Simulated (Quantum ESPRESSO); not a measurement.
# Voltage at the next charge: Nb(110), 4 layers, one monolayer of Na on longbridge sites against an electrode

How the rows were computed: Quantum ESPRESSO 7.5, PBE, GBRV ultrasoft; ESM with bc3, a metal electrode 6.98 Å above the top atoms; cell area 7.700 Å²; ions fixed. V is the potential energy of an electron at the electrode over the slab's Fermi level, divided by e, so that it equals the work function at zero charge; positive charge removes electrons.

| charge (e a cell) | V (V) |
| --- | --- |
| 0 | 3.531 |
| 0.0116 | 4.775 |
| 0.0231 | 6.042 |

To predict: What is V at a charge of 0.0462 e, and what capacitance do the rows imply?

By hand: The last two rows give dV/dq = (6.042 − 4.775)/(0.0231 − 0.0116) = 110.2 V/e, so C = 1602/(7.700 × 110.2) = 1.89 µF/cm², an effective gap of 8.854/1.89 = 4.69 Å. At constant C, V = 6.042 + 110.2 × 0.0231 = 8.59 V.

What the calculation gave: V = 8.675 V; the estimate misses by −0.09 V, 3.3 % of the step. Over the three intervals C goes 1.94, 1.89 and 1.83 µF/cm²: it falls as electrons leave, the surface charge drawing back towards the atoms.

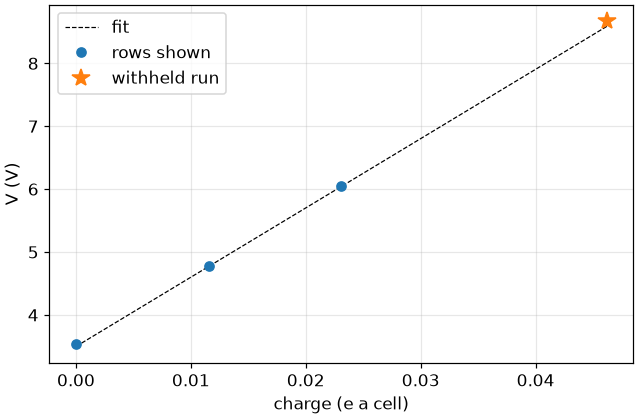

The rows shown, the fit and the withheld run.

Caveats: Vacuum fills the gap; a dielectric or electrolyte would change C. The slab is thin.
